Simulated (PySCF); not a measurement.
Input

```
{"job": {"kind": "nmr", "xc": "PBE0", "basis": "pcSseg-1"}, "charge": 0, "multiplicity": 1}
C      3.029706    -1.070620    -0.304918
C      1.861160    -0.883726    -0.481828
C      0.448247    -0.652474    -0.650851
C     -0.333323    -1.915098    -0.348666
F     -0.347013    -2.189786     0.976289
F     -1.639091    -1.744567    -0.699938
Si    -0.142345     0.806633     0.482135
F      0.977396     0.892780     1.654058
P      0.219508     2.666254    -0.755620
P     -2.046431     0.327961     1.588438
H      4.056641    -1.231621    -0.167711
H      0.251070    -0.398795    -1.697563
H      0.039154    -2.809184    -0.872442
H     -1.043838     2.671747    -1.329260
H     -0.168224     3.528468     0.256258
H     -2.854542     0.352532     0.460867
H     -2.315074     1.661526     1.880842
```

Run with:

```sh
OMP_NUM_THREADS=1 python probes_run.py task.json out
```

Geometry: GFN2-xTB.

Computed with PBE0/pcSseg-1, SCF density, gas phase, non-relativistic in PySCF.

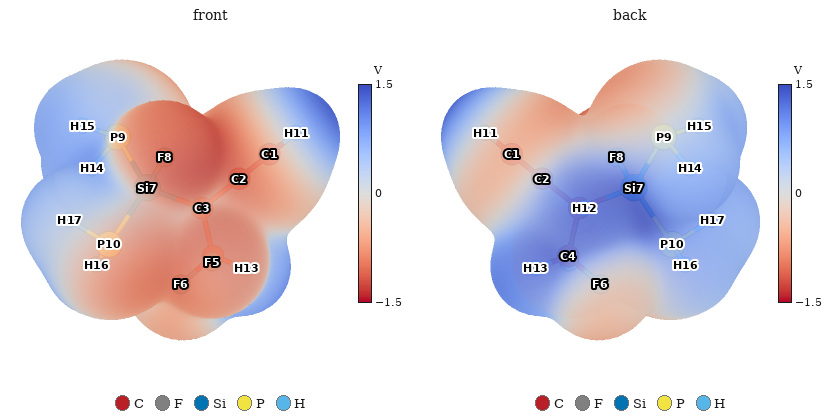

C$_{4}$H$_{7}$F$_{3}$P$_{2}$Si. The electrostatic potential painted on the density surface at 0.001 e/bohr³, seen from the front and from behind; red is negative and blue positive.

Q: Describe the electrostatic potential map.

A: The most negative region (about −1.2 V) lies over C1 and F8, the most positive (about +1.3 V) over Si7, P9, H11 and H12.

Q: What dipole moment does the calculation give?

A: Its dipole moment is 2.41 D.
